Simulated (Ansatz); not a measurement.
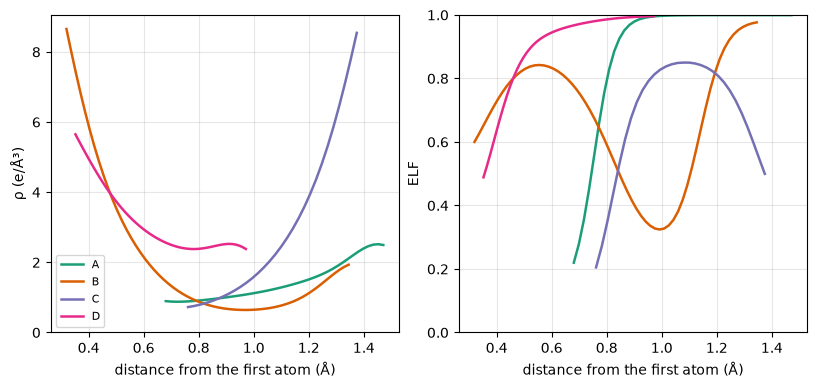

Figure. H3O···FH3Si (SMILES [OH3+].[SiH3]F) (charge +1). Total electron density and ELF along straight lines between neighbouring atoms. The curves leave out the atomic cores.

Geometry: PBE0-D4/def2-TZVP.

Theory: RKS PBE0-D4/def2-TZVPPD in Ansatz 0.2.0.

Input

```
crystal:
  periodic: [false, false, false]
  atoms:
    - {symbol: O, position_ang: [-0.511088, 0.162139, -2.080546]}
    - {symbol: H, position_ang: [0.043223, -0.323286, -2.713347]}
    - {symbol: H, position_ang: [-0.305238, -0.065635, -1.074725]}
    - {symbol: H, position_ang: [-1.451140, 0.090183, -2.313905]}
    - {symbol: Si, position_ang: [0.485332, 0.058855, 1.755101]}
    - {symbol: F, position_ang: [-0.047357, -0.373753, 0.208889]}
    - {symbol: H, position_ang: [0.280696, -1.166356, 2.542811]}
    - {symbol: H, position_ang: [-0.389127, 1.184563, 2.126115]}
    - {symbol: H, position_ang: [1.894900, 0.433190, 1.549705]}
basis:
  gaussian: {orbitals: "def2-TZVPPD.json"}
total_charge: 1
hamiltonian: {xc: pbe0, dispersion: d4}
output: {orbitals: {seedname: orbitals}}
```

Command:

```sh
ansatz run in.yaml --threads 4 --pin off --events-out ev --progress --plain --max-ram 9574MiB
```

Q: Which curve belongs to which contact (F–H, O–H, Si–F and Si–H)? The first atom named is at distance zero.

A: Curve A: Si–H (1.47 Å): ρ at the midpoint is about 0.88 e/Å³; the ELF climbs to about 1 towards the hydrogen, as it does in any bond to H. Curve B: F6···H3 (1.35 Å): the density falls to about 0.64 e/Å³ on the way; the ELF dips to about 0.30 between them. Curve C: Si–F (1.69 Å): ρ at the midpoint is about 0.89 e/Å³; the ELF peaks at about 0.85 in the valence shell of F, 0.6 Å from its nucleus, and is about 0.55 at the midpoint. Curve D: O–H (0.97 Å): the density is about 3.9 e/Å³ at the midpoint; the ELF climbs to about 1 towards the hydrogen (a covalent bond by its length).
